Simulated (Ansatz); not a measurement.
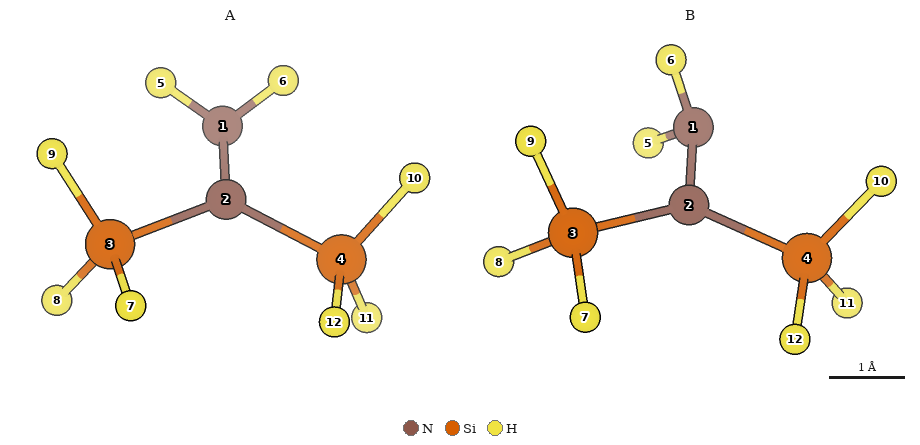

Two geometries of Si2N2H8, drawn at one scale. One is the start of a relaxation, the other its converged end. The picture is a ball-and-stick view, seen at a tilt.

Theory: RKS LDA/def2-SVP in Ansatz 0.2.0. Settings: no spin polarisation; force threshold 0.015 eV/Å; at most 40 steps.

**Which of the two is the end point?**

Structure B is the relaxed one. The run prepares an end point of a later path (inversion) calculation, from a guessed geometry. The energy falls by 0.451 eV in 12 accepted moves (13 points after the start). Largest force component: 1.3 eV/Å at the start, 0.007 eV/Å at the end. The line search rejected the trial step at point 4 of the run. The atom that moves furthest after the best rigid fit is H5 (1.30 Å). Largest moves by element: H 1.30 Å, Si 0.19 Å, N 0.15 Å. Near-neighbour distances that change, for instance: Si3–H7 1.457 → 1.505 Å, Si3–H8 1.465 → 1.513 Å, Si4–H11 1.465 → 1.508 Å, N1–N2 1.451 → 1.410 Å. Among the angles between lasting bonds that change: N2–Si4–H10 104.8° → 111.3°, N2–Si3–H9 104.6° → 110.2°, N2–N1–H5 107.1° → 111.3°. Groups turn about N1–N2 by about 85°.
